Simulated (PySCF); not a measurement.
# H$_{4}$O$_{4}$Ti, SMILES `O[Ti](O)(O)O`: electronic structure

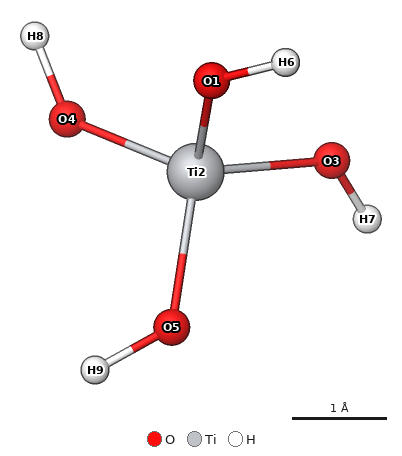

The molecule, with its atoms numbered as below. No frequency check shows the geometry to be a minimum.

Cartesian coordinates (Å):

```
O1       0.3526    1.3940    0.9680
Ti2      0.0001   -0.0000   -0.0002
O3       1.3943   -0.3524   -0.9677
O4      -1.3944    0.3524   -0.9677
O5      -0.3527   -1.3939    0.9680
H6       1.1938    1.6761    1.3379
H7       1.6793   -1.1925   -1.3378
H8      -1.6794    1.1925   -1.3378
H9      -1.1938   -1.6761    1.3379
```

### 1. Bonding charge

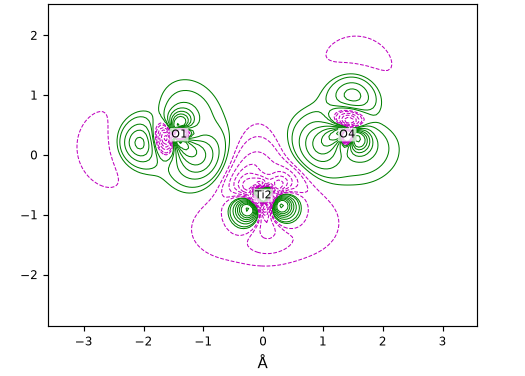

Deformation density (molecule less spherical, spin-averaged free atoms) in the plane of O1, Ti2 and O4; contours at ±0.05 to ±0.8 e/Å³; solid green lines: gain, dashed magenta lines: loss.

Computed with PySCF, B3LYP/def2-SVPD, geometry: GFN2-xTB. This is a single-reference result, which may miss multireference character in this system.

Q: How much density has each bond in this plane gained at its critical point, relative to the free atoms?

A: O1–Ti2 and Ti2–O4: +0.13 e/Å³ at the bond critical point (bond length 1.73 Å). In all, 2.3 electrons gather in the regions of gain relative to the promolecule. A small or negative value marks a very polar bond, one between electron-rich atoms, whose free-atom densities already overlap strongly, a long bond to a heavier atom, or a closed-shell contact such as a hydrogen bond.

### 2. Bond critical points

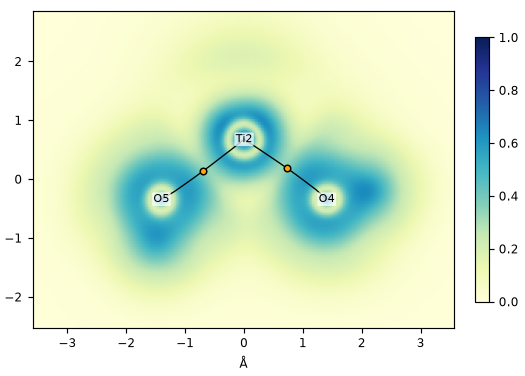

Localised orbital locator (LOL) in the plane of Ti2, O4 and O5, with bond paths and bond critical points (dots).

Q: Rank the bonds in the plane by LOL at their critical points.

A: Ti2–O5 and Ti2–O4: about 0.36. Values above 0.5 mark slow, localised electrons, as in shared pairs; low values at a critical point mark a polar or closed-shell contact whose critical point lies between the shells.

### 3. Electrostatic potential

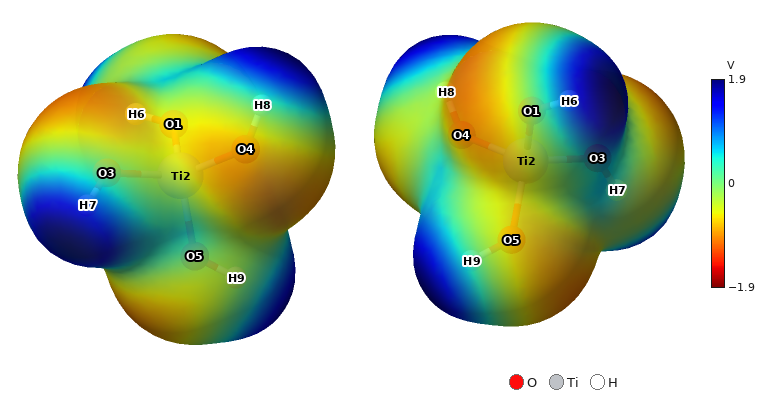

Electrostatic potential on the surface of electron density 0.001 a.u. (back view left, front view right).

Q: Where are the extremes of the potential on the surface?

A: Highest: 1.90 V, 1.2 Å from H8, and at like points elsewhere. Lowest: −1.05 V, 1.8 Å from O3, and at like points elsewhere. The surface is sampled at points, so like sites can differ by a few per cent and only the strongest of them is named.

### 4. In an electric field

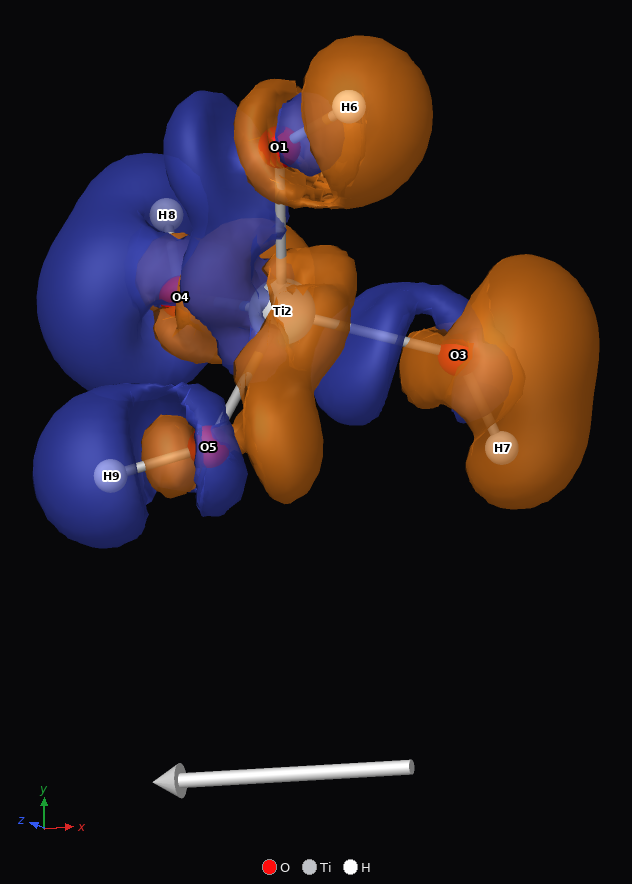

Change of the electron density in a uniform field of 0.21 V/Å along −x (arrow), surfaces at ±0.0015 e/Å³ (orange: gain, blue: loss).

PySCF calculation, B3LYP/def2-SVPD, gas phase; geometry: GFN2-xTB. This is a single-reference result, which may miss multireference character in this system.

The field was applied in both directions; the picture shows the one opposite to the script's first.

Q: What dipole is induced, and what polarisability does it imply?

A: The induced dipole is 0.53 D (along the field); α along this axis, from the fields in both directions, is 52 bohr³ (7.7 Å³).

The PySCF runs shown took 18 s and 41 s on 1 thread of Intel(R) Xeon(R) Platinum 8259CL CPU @ 2.50GHz (Skylake/Cascade Lake), on a shared host.
